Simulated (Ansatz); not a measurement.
H$_{4}$P$_{2}$ (SMILES PP)

```xyz
6

P     0.3651   -1.0488   -0.0823
P    -0.3652    1.0491    0.0781
H    -0.4970   -1.5216    0.9450
H    -0.5721   -1.3929   -1.0949
H     0.5028    1.5246   -0.9429
H     0.5664    1.3896    1.0970
```

Geometry: PBE0-D4/def2-TZVP.

The calculation used RKS PBE0-D4/def2-TZVPP in Ansatz 0.2.0.

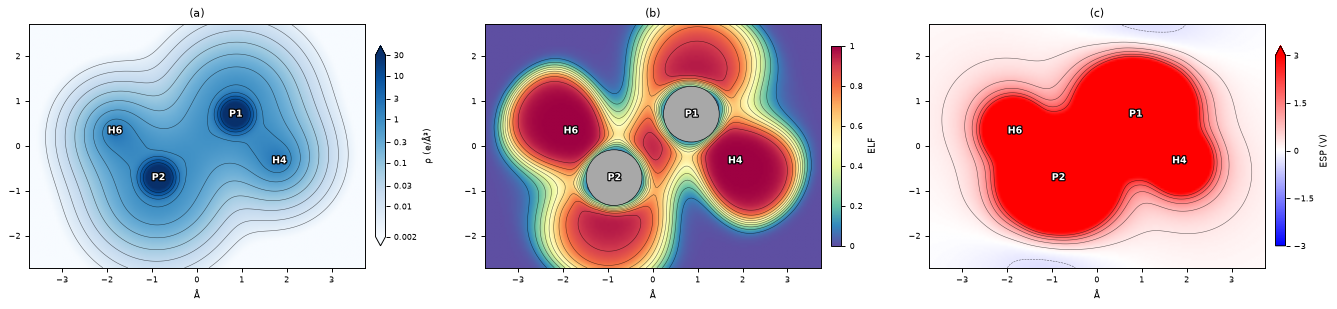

Figure 1. (a) electron density; (b) electron localisation function; (c) electrostatic potential on the plane of atoms P2, P1 and H4. Grey discs cover the atomic cores in the ELF map.

> Read the bonding off the picture.

- The section cuts through P and H sites.
- P–P (2.23 Å): ρ is about 0.77 e/Å³ halfway; the ELF peaks at about 0.95 between the atoms; a shared electron pair.
- P–H (1.42 Å): ρ is about 1.1 e/Å³ halfway; the ELF climbs to about 1 towards the hydrogen, as it does in any bond to H.
- The ELF also peaks beside P2 and P1, away from the bonds: lone-pair regions.
- Outside the dense part of the molecule the potential is most negative (−0.4 V) near P1 and P2.

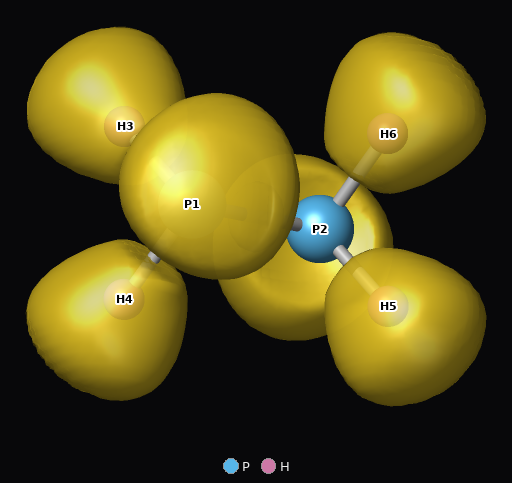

Figure 2. Isosurface of the electron localisation function at 0.85 (yellow), seen at a tilt. Only the valence region is drawn (cores and ρ < 0.01 e/Å³ removed).

> Where are the electrons localised?

The surface consists of one region between bonded P–P atoms (shared pairs), four regions around hydrogen nuclei and two lobes on P, pointing away from the bonds (lone pairs).

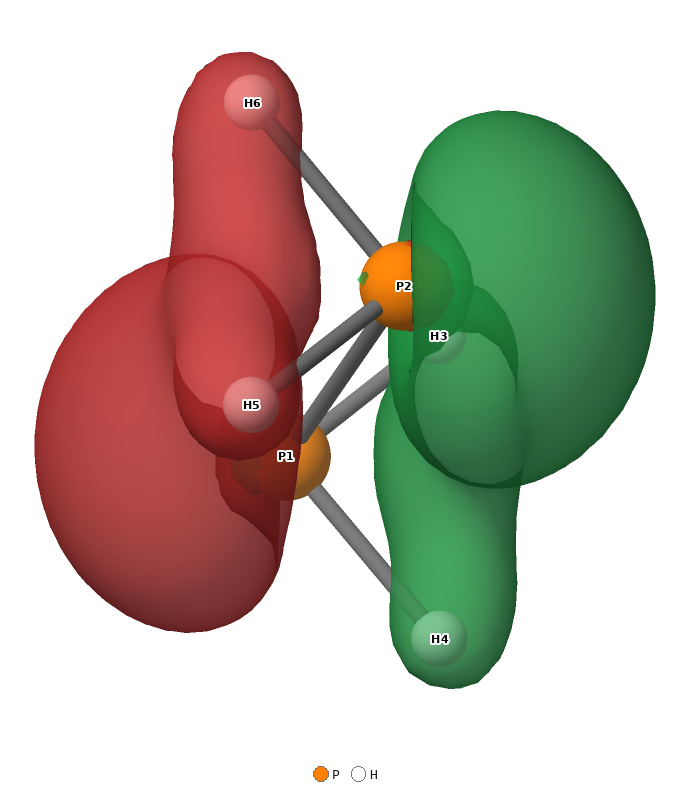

Figure 3. The HOMO−1 at ±0.15 Å⁻³ᐟ² (green and red are the two phases), seen at an oblique angle.

> What is the character of this orbital?

It lies mainly on P1 (about 40 %) and P2 (about 40 %); it is ungerade (odd under inversion); π-bonding across P1–P2. Its energy is −9.25 eV.

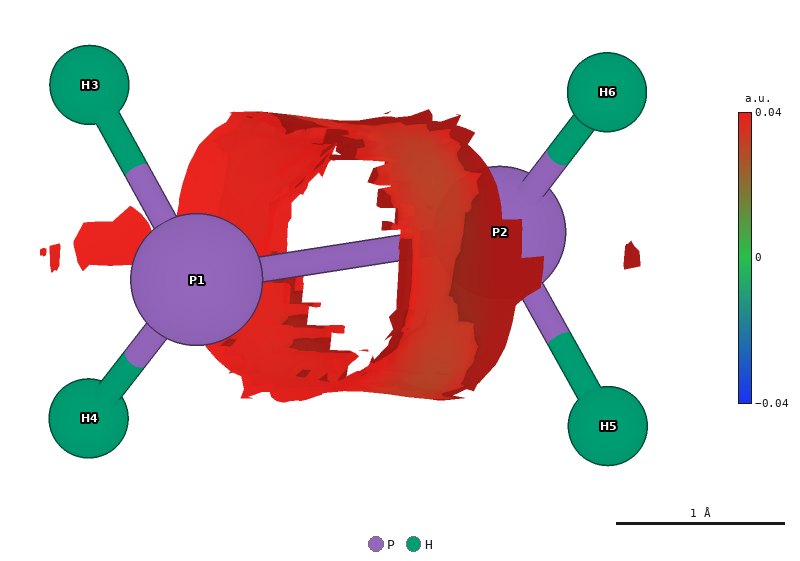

Figure 4. Non-covalent interaction (NCI) plot: the surface where the reduced density gradient is 0.6, for densities under 0.05 a.u., coloured by sign(λ₂)ρ; seen at a tilt.

> What holds or crowds the atoms apart from the covalent bonds?

- In the angle between P1, H4 and H3: mostly steric crowding (olive to red)
- Near P1, P2 and H3: mostly steric crowding (olive to red)
